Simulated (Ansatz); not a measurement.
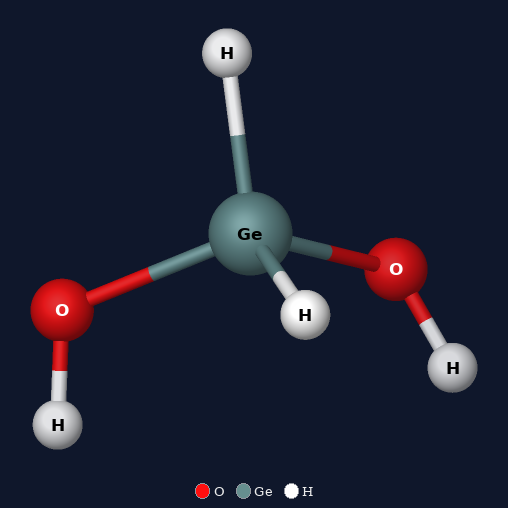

Ball-and-stick drawing of a structure. Every bond is drawn as one stick, whatever its order.

What does the picture show?

Formula GeH₄O₂. SMILES: `[OH][GeH2][OH]`. Coordination: 2 O bent; 1 Ge tetrahedral.

The parts below concern this one geometry. Atoms keep their numbers from picture to picture. The geometry was computed by an optimisation with PBE0-D4/def2-TZVP.

**Vibrations**

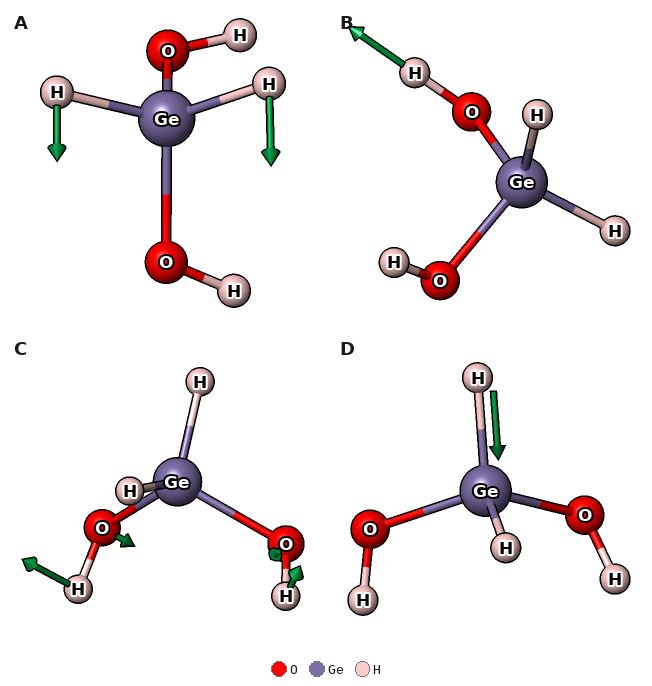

4 normal modes of one molecule or complex, as arrows. Harmonic vibrations computed with RKS PBE0-D4/def2-TZVP (Ansatz 0.2.0) at a stationary point of the same level.

> Match the panels to the wavenumbers 261 cm⁻¹, 815 cm⁻¹, 2229 cm⁻¹, 3903 cm⁻¹.

A: 815 cm⁻¹, H–Ge–O bending
B: 3903 cm⁻¹, O–H stretching
C: 261 cm⁻¹
D: 2229 cm⁻¹, Ge–H stretching

**Dipole moment**

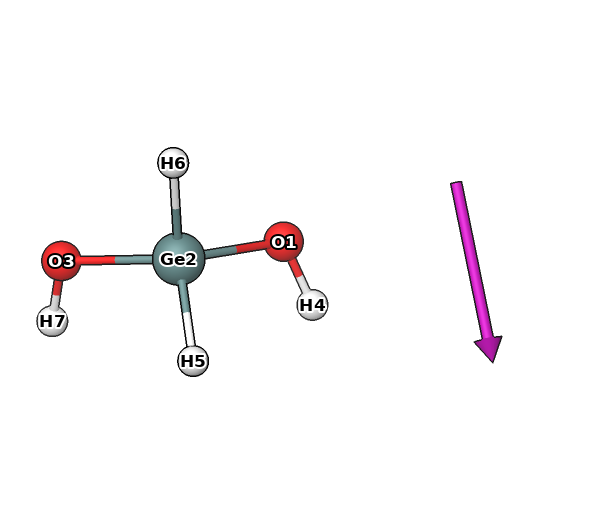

The arrow beside the molecule shows the direction of the dipole moment, from the negative to the positive end (its length means nothing). Method: RKS B3LYP-D4/def2-TZVPP (Ansatz 0.2.0).

> Estimate the dipole moment.

2.50 D; it points from the side of H6 to the side of H5 (the outermost atoms at the two ends).

**Charges**

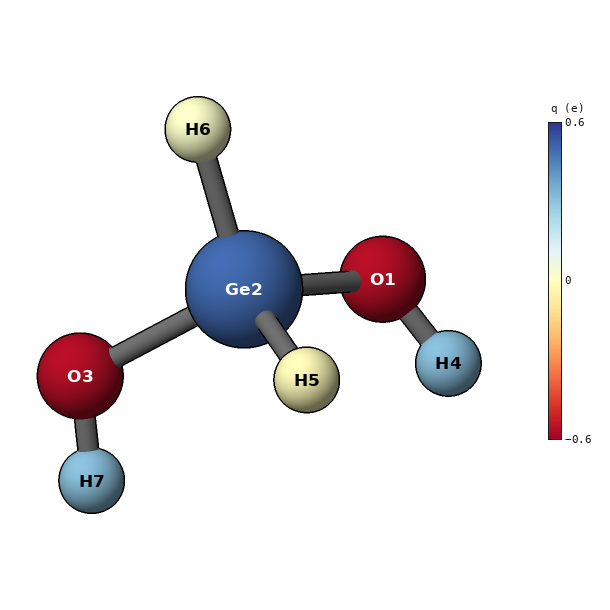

Atoms are coloured by their Mulliken charges. Level of theory: RKS PBE0-D4/def2-TZVP (Ansatz 0.2.0).

> Which atom carries the highest charge (most positive or least negative)?

Ge2 (0.50 e).

> And the lowest?

O1, O3 (−0.56 e).

List the Mulliken charges.

```tsv
atom	value (e)
O1	−0.56
Ge2	0.50
O3	−0.56
H4	0.31
H5	−0.02
H6	0.02
H7	0.31
```

Mulliken values depend strongly on the basis set and can even reverse the polarity of a bond.
